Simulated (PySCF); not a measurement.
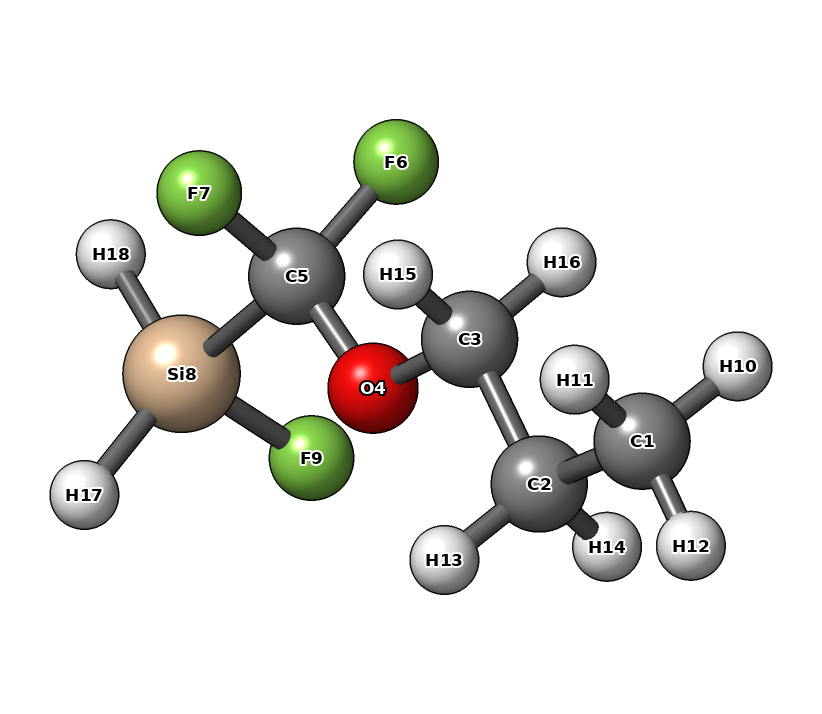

The thickness of each stick grows with its Mayer bond order. The geometry was computed by an optimisation with GFN2-xTB. No frequency run is at hand to confirm it as a minimum. Level of theory: PBE0/pcSseg-1 (PySCF 2.14.0).

List the Mayer bond orders of C1–C2, C2–C3, C3–O4, O4–C5, C5–F6, C5–F7, C5–Si8, Si8–F9 (bonds between heavy atoms, one of each equivalent set).

| bond | Mayer order | length (Å) |
| --- | --- | --- |
| C1–C2 | 1.05 | 1.523 |
| C2–C3 | 1.04 | 1.520 |
| C3–O4 | 0.82 | 1.439 |
| O4–C5 | 1.08 | 1.338 |
| C5–F6 | 0.90 | 1.378 |
| C5–F7 | 0.89 | 1.385 |
| C5–Si8 | 0.80 | 1.934 |
| Si8–F9 | 0.95 | 1.601 |

The geometry is semi-empirical. Around Si such bond lengths and angles can be off by a tenth of an ångström or more and by several degrees, and values that hang on the shape move with them.
